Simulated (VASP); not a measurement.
Energy against volume of CsI (CsCl type). Level of theory: optB86b-vdW, VASP's PBE PAW potentials (set 64) (plane waves; VASP 6.6.1).

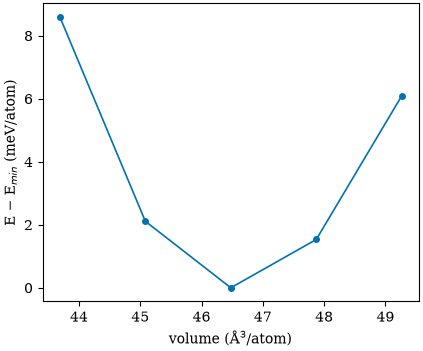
Fig. 1. Energy against volume

Question: Estimate the equilibrium volume and the bulk modulus.

Answer: The minimum lies near 46.5 Å³/atom, and the curvature gives B0 of about 14 GPa.

The compound is CsI in the CsCl type structure. It was relaxed first.
